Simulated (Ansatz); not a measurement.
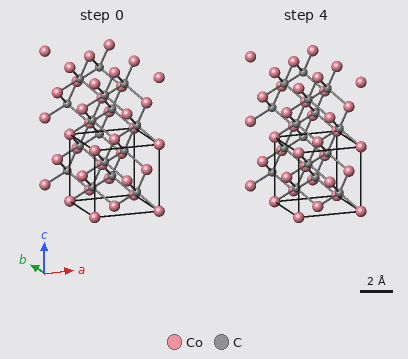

The structure of crystalline CoC (built on the zinc blende type) (coarse preliminary run) before (left) and after (right) a relaxation, at one scale.

Style: ball-and-stick. Shown: the conventional cell (4 times the calculation's cell), repeated 1 × 2 × 2 with one cell outlined, slightly off an axis. Lengths and directions refer to the drawn axes.

These are results of Ansatz, DFT PBE, scalar-relativistic, plane waves, PAW, not measurements. Set-up: plane-wave cutoff 420 eV; k-point mesh 8 × 8 × 8; occupations gaussian; smearing width 0.1 eV; no spin polarisation; cell and atoms relaxed; force threshold 0.05 eV/Å; at most 80 steps.

Question: Describe what moved and what it gained.

Answer: The energy falls by 73.0 meV per atom in 3 accepted moves (4 points after the start). All forces vanish by symmetry, so only the cell relaxes. The pressure goes from −19.93 to −0.21 GPa. At 1 point the geometry stayed and the basis and grid were re-selected for the new cell (energy shift of 1.6 meV per atom at most each time). The atoms keep their places relative to the cell (all moves are under 0.005 Å). The drawn cell changes as follows: a = b = c 4.415 → 4.265 Å (−3.4 %); the volume changes by −9.9 %. Near-neighbour distances that change, for instance: C–Co 1.912 → 1.847 Å. The space group stays F-43m (No. 216). Cost: 8.8 s on 1 thread of Intel(R) Xeon(R) Platinum 8259CL CPU @ 2.50GHz (Skylake/Cascade Lake), on a shared host, peak memory 0.35 GiB.
